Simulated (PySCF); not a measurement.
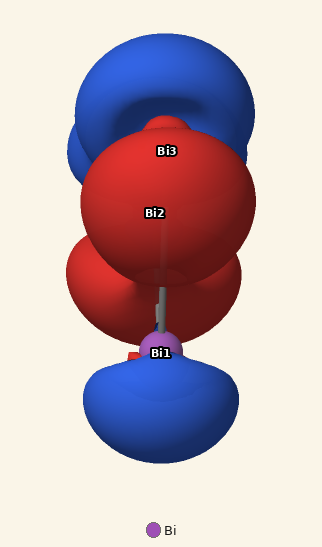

*Bi$_{3}$ (charge +3, triplet). The HOMO−1 (α) at ±0.1 Å⁻³ᐟ² (red and blue are the two phases), seen at an oblique angle.*

Core potentials replace the inner electrons of Bi.

Theory: UKS PBE0, Bi def2-SVP with ECP60; non-relativistic Hamiltonian with scalar-relativistic core potentials where named; density fitting in PySCF 2.14.0.

| atom | x (Å) | y (Å) | z (Å) |
| --- | --- | --- | --- |
| Bi | 1.6768 | -0.0001 | 0.0000 |
| Bi | -0.8383 | 1.7757 | 0.0000 |
| Bi | -0.8385 | -1.7756 | 0.0000 |

Where does this orbital lie, and at what energy?

Answer. Its weight (Hirshfeld) is mainly on Bi2 (about 40 %), Bi3 (about 40 %) and Bi1 (about 20 %); it is symmetric in the molecular plane (an in-plane orbital: σ, lone-pair or in-plane π type). Its energy is −21.14 eV.
